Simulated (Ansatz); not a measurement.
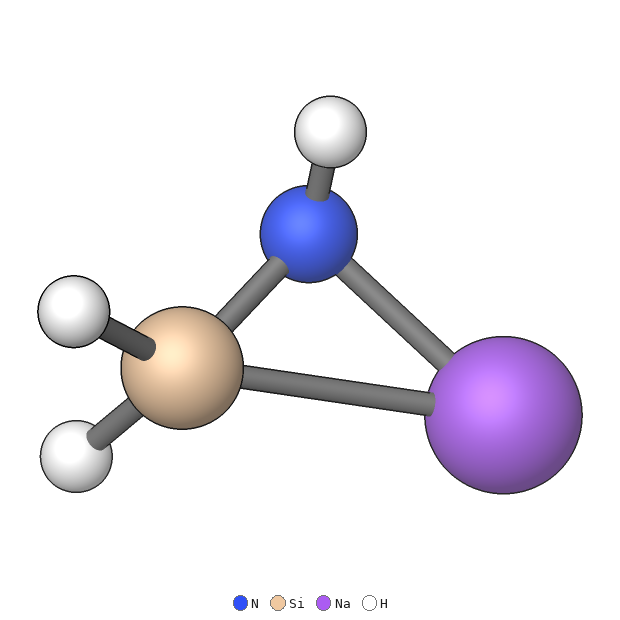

Ball-and-stick drawing of a structure.

Charge 0, doublet. Computed geometry: PBE0-D4/def2-TZVP optimisation. No frequency run is at hand to confirm it as a minimum.

> Which formula does it have?

H3NNaSi, 6 atoms: 3 hydrogen, 1 nitrogen, 1 sodium and 1 silicon.

> Count the bonded pairs by element.

2 Si–H, 1 N–Si, 1 Na–Si, 1 N–H, 1 N–Na. Sticks follow a distance rule.

> How many sets of symmetry-equivalent atoms are there?

6: 1 N, 1 Si, 1 Na, 1 H, 1 H, 1 H.

More results for the same structure follow; atom numbers are the same in all pictures, views and colours differ.

## Geometry

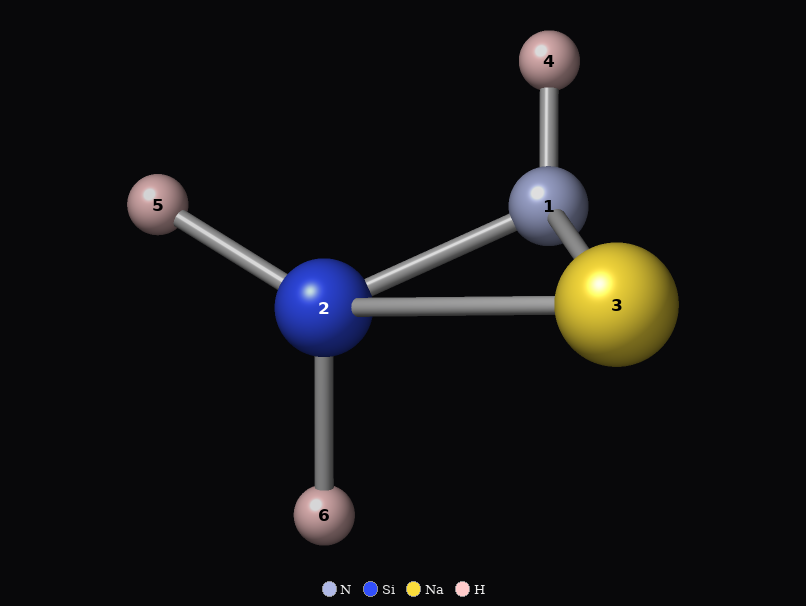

The atoms are numbered. No frequency run is at hand to confirm it as a minimum.

> What is the geometry at N1?

N1 has 3 neighbours (Si2 at 1.69, Na3 at 2.20, H4 at 1.02 Å); the arrangement is trigonal pyramidal.

> Which bond is the longest?

Si2–Na3, 2.847 Å.

## Electronic properties

No frequency run is at hand to confirm it as a minimum. Properties computed with UHF-CCSD(T), frozen core/def2-TZVPP (Ansatz 0.2.0).

> What is the ⟨S²⟩ of the determinant?

0.776.

> Give the T1 diagnostic at this level.

0.016.

## Dipole moment

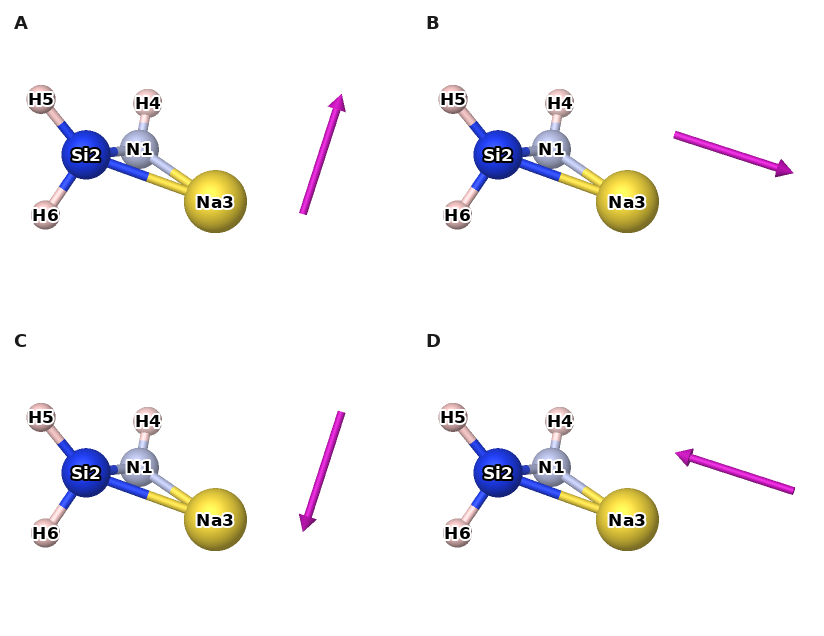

The same molecule four times, each with an arrow. No frequency run is at hand to confirm it as a minimum. Properties computed with UKS PBE0-D4/def2-TZVP (Ansatz 0.2.0).

> Which arrow points along the dipole moment, from the negative to the positive end?

B. The dipole moment is 6.70 D; it points from the side of H5 to the side of Na3 (the outermost atoms at the two ends).

## Charges

The questions are on Mulliken charges. No frequency run is at hand to confirm it as a minimum. Level of theory: UKS PBE0-D4/def2-TZVP (Ansatz 0.2.0).

> Which atom carries the highest charge (most positive or least negative)?

Na3 (0.62 e).

> And the lowest?

N1 (−0.76 e).

Give the Mulliken charges atom by atom.

| atom | value (e) |
| --- | --- |
| N1 | −0.76 |
| Si2 | 0.04 |
| Na3 | 0.62 |
| H4 | 0.21 |
| H5 | −0.05 |
| H6 | −0.05 |

Mulliken values depend strongly on the basis set and can even reverse the polarity of a bond.
